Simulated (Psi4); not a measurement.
## CH3S (charge −1): frequency calculation (part 2 of 3)

The same run, continued: CH3S, charge −1, SMILES C[S-]; SVWN-RPA/6-31G*, RKS (Psi4 1.11). The geometry was optimised with SVWN-RPA/6-31G*.

Geometry of the input (Å):
```
C  -0.1145  0.0263  0.0620
S  1.4478  -0.3335  -0.7858
H  -0.3134  -0.6535  0.9210
H  -1.0039  -0.0637  -0.6016
H  -0.1583  1.0569  0.4810
```

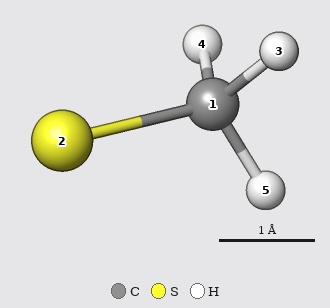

*The input geometry (ball-and-stick view, seen at a tilt; atoms are numbered from 1 in the order of the input).*

What the program printed, continued:
```
  Basis Set: 6-31G*
    Blend: 6-31G*
    Number of shells: 20
    Number of basis functions: 40
    Number of Cartesian functions: 40
    Spherical Harmonics?: false
    Max angular momentum: 2

  ==> DFT Potential <==

   => LibXC <=

    Version 7.1.2

   => Composite Functional: SVWN <=

    Slater exchange
    Vosko, Wilk & Nusair (VWN5_RPA)

    Deriv               =              1
    GGA                 =          FALSE
    Meta                =          FALSE

    Exchange Hybrid     =          FALSE
    MP2 Hybrid          =          FALSE

   => Exchange Functionals <=

    1.0000         XC_LDA_X

   => Correlation Functionals <=

    1.0000   XC_LDA_C_VWN_RPA

   => LibXC Density Thresholds  <==

    XC_LDA_C_VWN_RPA:  1.00E-15
    XC_LDA_X:  1.00E-15

   => Molecular Quadrature <=

    Radial Scheme          =       TREUTLER
    Pruning Scheme         =           NONE
    Nuclear Scheme         =       TREUTLER

    Blocking Scheme        =         OCTREE
    BS radius alpha        =              1
    Pruning alpha          =              1
    Radial Points          =             75
    Spherical Points       =            302
    Total Points           =         107888
    Total Blocks           =            864
    Max Points             =            256
    Max Functions          =             40
    Weights Tolerance      =       1.00E-15

   => Loading Basis Set <=

    Name: (6-31G* AUX)
    Role: JKFIT
    Keyword: DF_BASIS_SCF

  ==> Integral Setup <==

  DFHelper Memory: AOs need 0.004 GiB; user supplied 1.089 GiB.
  SCF_SUBTYPE=INCORE selected. In-core MEM_DF algorithm will be used.
  Using in-core AOs.

  ==> MemDFJK: Density-Fitted J/K Matrices <==

    J tasked:                   Yes
    K tasked:                    No
    wK tasked:                   No
    Memory [MiB]:              1115
    Algorithm:                 Core
    Schwarz Cutoff:           1E-12
    Mask sparsity (%):       0.1250
    Fitting Condition:        1E-10

   => Auxiliary Basis Set <=

  Basis Set: (6-31G* AUX)
    Blend: CC-PVDZ-JKFIT
    Number of shells: 87
    Number of basis functions: 286
    Number of Cartesian functions: 286
    Spherical Harmonics?: false
    Max angular momentum: 3

  Cached 100.0% of DFT collocation blocks in 0.028 [GiB].

  Minimum eigenvalue in the overlap matrix is 1.5082120920E-02.
  Reciprocal condition number of the overlap matrix is 2.6377139844E-03.
    Using symmetric orthogonalization.

  ==> Pre-Iterations <==

  SCF Guess: Superposition of Atomic Densities via on-the-fly atomic UHF (no occupation information).

   -------------------------
    Irrep   Nso     Nmo
   -------------------------
     A         40      40
   -------------------------
    Total      40      40
   -------------------------

  ==> Iterations <==

                           Total Energy        Delta E     RMS |[F,P]|

   @DF-RKS iter SAD:  -436.41080119436725   -4.36411e+02   0.00000e+00
   @DF-RKS iter   1:  -436.49965724161154   -8.88560e-02   1.87411e-02 ADIIS/DIIS
   @DF-RKS iter   2:  -436.10824827135025    3.91409e-01   2.67500e-02 ADIIS/DIIS
   @DF-RKS iter   3:  -436.83476400568441   -7.26516e-01   2.42149e-03 ADIIS/DIIS
   @DF-RKS iter   4:  -436.83881350127677   -4.04950e-03   1.57276e-03 ADIIS/DIIS
   @DF-RKS iter   5:  -436.84132337358557   -2.50987e-03   2.36491e-04 ADIIS/DIIS
   @DF-RKS iter   6:  -436.84137411765607   -5.07441e-05   3.78193e-05 DIIS
   @DF-RKS iter   7:  -436.84137555807177   -1.44042e-06   2.35345e-06 DIIS
   @DF-RKS iter   8:  -436.84137556456392   -6.49214e-09   2.45458e-07 DIIS
   @DF-RKS iter   9:  -436.84137556464327   -7.93534e-11   2.59389e-08 DIIS
   @DF-RKS iter  10:  -436.84137556464407   -7.95808e-13   4.60350e-09 DIIS
  Energy and wave function converged.

  ==> Post-Iterations <==

   Electrons on quadrature grid:
      Ntotal   =   25.9999988389 ; deviation = -1.161e-06

    Orbital Energies [Eh]
    ---------------------

    Doubly Occupied:

       1A    -87.430294     2A     -9.614717     3A     -7.339718
       4A     -5.399633     5A     -5.388672     6A     -5.388672
       7A     -0.452960     8A     -0.302488     9A     -0.165157
      10A     -0.165146    11A     -0.073836    12A      0.067550
      13A      0.067551

    Virtual:

      14A      0.235254    15A      0.292141    16A      0.296563
      17A      0.296569    18A      0.522658    19A      0.560466
      20A      0.583684    21A      0.583685    22A      0.698877
      23A      0.698879    24A      0.751898    25A      0.981447
      26A      0.981458    27A      1.039520    28A      1.039520
      29A      1.039852    30A      1.090981    31A      1.090995
      32A      1.177897    33A      1.356592    34A      1.847071
      35A      1.847080    36A      2.279940    37A      2.344336
      38A      2.344343    39A      4.085512    40A      4.301796

    Final Occupation by Irrep:
              A
    DOCC [    13 ]
    NA   [    13 ]
    NB   [    13 ]

  @DF-RKS Final Energy:  -436.84137556464407

   => Energetics <=

    Nuclear Repulsion Energy =             47.7329708586572963
    One-Electron Energy =                -704.6604989146544540
    Two-Electron Energy =                 251.2255120847082708
    DFT Exchange-Correlation Energy =     -31.1393595933551417
    Empirical Dispersion Energy =           0.0000000000000000
    VV10 Nonlocal Energy =                  0.0000000000000000
    Total Energy =                       -436.8413755646440677

Computation Completed

Properties will be evaluated at   0.000000,   0.000000,   0.000000 [a0]

Properties computed using the SCF density matrix

 Multipole Moments:

 ------------------------------------------------------------------------------------
     Multipole            Electronic (a.u.)      Nuclear  (a.u.)        Total (a.u.)
 ------------------------------------------------------------------------------------

 L = 1.  Multiply by 2.5417464519 to convert [e a0] to [Debye]
 Dipole X            :          3.0702961           -3.9683015           -0.8980054
 Dipole Y            :         -0.7070139            0.9138100            0.2067960
 Dipole Z            :         -1.6661731            2.1535216            0.4873485
 Magnitude           :                                                    1.0424427

 ------------------------------------------------------------------------------------

	total time  =          2 seconds =       0.03 minutes

         ------------------------------------------------------------
                                   SCF HESS
         ------------------------------------------------------------

  ==> Geometry <==

    Molecular point group: c1
    Full point group: C1

    Geometry (in Angstrom), charge = -1, multiplicity = 1:

       Center              X                  Y                   Z               Mass
    ------------   -----------------  -----------------  -----------------  -----------------
         C           -1.038569829406     0.239167376236     0.563631901226    12.000000000000
         S            0.523701170594    -0.120599623764    -0.284210098774    31.972071174400
         H           -1.237451829406    -0.440664623764     1.422557901226     1.007825032230
         H           -1.927941829406     0.149115376236    -0.100008098774     1.007825032230
         H           -1.082340829406     1.269706376236     0.982614901226     1.007825032230

  Nuclear repulsion =   47.732970858657296

  ==> Basis Set <==

  Basis Set: 6-31G*
    Blend: 6-31G*
    Number of shells: 20
    Number of basis functions: 40
    Number of Cartesian functions: 40
    Spherical Harmonics?: false
    Max angular momentum: 2

  ==> DFT Potential <==

   => LibXC <=

    Version 7.1.2

   => Composite Functional: SVWN <=

    Slater exchange
    Vosko, Wilk & Nusair (VWN5_RPA)

    Deriv               =              1
    GGA                 =          FALSE
    Meta                =          FALSE

    Exchange Hybrid     =          FALSE
    MP2 Hybrid          =          FALSE

   => Exchange Functionals <=

    1.0000         XC_LDA_X

   => Correlation Functionals <=

    1.0000   XC_LDA_C_VWN_RPA

   => LibXC Density Thresholds  <==

    XC_LDA_C_VWN_RPA:  1.00E-15
    XC_LDA_X:  1.00E-15

   => Molecular Quadrature <=

    Radial Scheme          =       TREUTLER
    Pruning Scheme         =           NONE
    Nuclear Scheme         =       TREUTLER

    Blocking Scheme        =         OCTREE
    BS radius alpha        =              1
    Pruning alpha          =              1
    Radial Points          =             75
    Spherical Points       =            302
    Total Points           =         107888
    Total Blocks           =            864
    Max Points             =            256
    Max Functions          =             40
    Weights Tolerance      =       1.00E-15

  ==> DFJKGrad: Density-Fitted SCF Gradients <==

    Gradient:                    2
    J tasked:                  Yes
    K tasked:                   No
    wK tasked:                  No
    Integrals threads:           1
    Memory [MiB]:             1144
    Schwarz Cutoff:          1E-12
    Fitting Condition:       1E-10

   => Auxiliary Basis Set <=

  Basis Set: (6-31G* AUX)
    Blend: CC-PVDZ-JKFIT
    Number of shells: 87
    Number of basis functions: 286
    Number of Cartesian functions: 286
    Spherical Harmonics?: false
    Max angular momentum: 3

  DFHelper Memory: AOs need 0.004 GiB; user supplied 1.341 GiB.
  SCF_SUBTYPE=INCORE selected. In-core MEM_DF algorithm will be used.
  Using in-core AOs.

  ==> MemDFJK: Density-Fitted J/K Matrices <==

    J tasked:                   Yes
    K tasked:                   Yes
    wK tasked:                   No
    Memory [MiB]:              1373
    Algorithm:                 Core
    Schwarz Cutoff:           1E-12
    Mask sparsity (%):       0.1250
    Fitting Condition:        1E-10

   => Auxiliary Basis Set <=

  Basis Set: (6-31G* AUX)
    Blend: CC-PVDZ-JKFIT
    Number of shells: 87
    Number of basis functions: 286
    Number of Cartesian functions: 286
    Spherical Harmonics?: false
    Max angular momentum: 3

   ==> Coupled-Perturbed RKS Solver <==

    Maxiter             =         100
    Convergence         =   1.000E-06
    Number of equations =          15
   -----------------------------------------------------
     Iter   Residual RMS      Max RMS  Remain  Time [s]
   -----------------------------------------------------
        1      9.283e-01    1.110e+00      15         4
        2      2.174e-01    2.815e-01      15         6
        3      4.708e-02    5.990e-02      15         8
        4      8.900e-03    1.262e-02      15        11
        5      2.136e-03    2.889e-03      15        13
        6      2.310e-04    2.804e-04      15        14
        7      3.140e-05    3.770e-05      15        16
        8      5.589e-06    7.289e-06      15        18
        9      8.688e-07    1.286e-06       4        20
       10      5.911e-07    1.079e-07       0        20
  ## Total Hessian (Symmetry 0) ##
  Irrep: 1 Size: 15 x 15

                 1                   2                   3                   4                   5

    1     0.36324159142592     0.02437212378504     0.05737496729538    -0.11604020603862     0.01879053126916
    2     0.02437212378504     0.46341673993854    -0.01319838225403     0.01879104529776    -0.03876947015399
    3     0.05737496729538    -0.01319838225403     0.43783942652940     0.04428447383086    -0.01019781703478
    4    -0.11604020603862     0.01879104529776     0.04428447383086     0.06760207394778    -0.03285093455087
    5     0.01879053126916    -0.03876947015399    -0.01019781703478    -0.03285093455087    -0.06748713597381
    6     0.04428357025340    -0.01019791010294    -0.05847434894798    -0.07741857382384     0.01782791372093
    7    -0.03944905173779    -0.02714060507767     0.02429318956017    -0.01242175442707    -0.00672022883524
    8    -0.01935899246940    -0.13493933867856     0.10891459797241     0.00038254690329     0.00805714020082
    9     0.01623999095972     0.11499259817603    -0.17600786589326     0.01110809770616    -0.00070137354491
   10    -0.17307083259810    -0.01999923297993    -0.12314264825551    -0.02173158775227     0.00278344145340
   11    -0.01683686676774    -0.04569120556009    -0.01128695254829     0.00566959222420     0.00221559621083
   12    -0.11084984731559    -0.01240191003145    -0.13161060177688     0.01356571300925     0.00062213724783
   13    -0.03460668044733     0.00397555123463    -0.00286079194004    -0.00945641724188     0.01798518630111
   14    -0.00696876818910    -0.24404322246183    -0.07419682851601     0.00799590584525     0.00388783166979
   15    -0.00709944337587    -0.07916044955683    -0.07175116712090     0.00843187920843    -0.00754440878330

                 6                   7                   8                   9                  10

    1     0.04428357025340    -0.03944905173779    -0.01935899246940     0.01623999095972    -0.17307083259810
    2    -0.01019791010294    -0.02714060507767    -0.13493933867856     0.11499259817603    -0.01999923297993
    3    -0.05847434894798     0.02429318956017     0.10891459797241    -0.17600786589326    -0.12314264825551
    4    -0.07741857382384    -0.01242175442707     0.00038254690329     0.01110809770616    -0.02173158775227
    5     0.01782791372093    -0.00672022883524     0.00805714020082    -0.00070137354491     0.00278344145340
    6    -0.03303726901455     0.01846023397985    -0.00624911599354    -0.00564227370608     0.00234540005239
    7     0.01846023397985     0.04803310766828     0.02084927985443    -0.02532774685269     0.00353276910735
    8    -0.00624911599354     0.02084927985443     0.14544833675375    -0.12207299989045     0.00041675061260
    9    -0.00564227370608    -0.02532774685269    -0.12207299989045     0.18935534206676     0.00039373990577
   10     0.00234540005239     0.00353276910735     0.00041675061260     0.00039373990577     0.19127551558788
   11     0.00163965725534     0.01536654022182     0.00142164665632     0.01436067106627     0.01815628080219
   12     0.00950925111367    -0.01767325348753    -0.00317341045357    -0.01617423109261     0.12278474018830
   13     0.01230149699425     0.00030502538226    -0.00229218332572    -0.00241451192151    -0.00000907137390
   14    -0.00301438910266    -0.00235725083729    -0.01998635437412    -0.00657988719600    -0.00135922842717
   15    -0.00443813566212     0.00024664256563     0.02258008001001     0.00846470426061    -0.00238081217606

                11                  12                  13                  14                  15
```
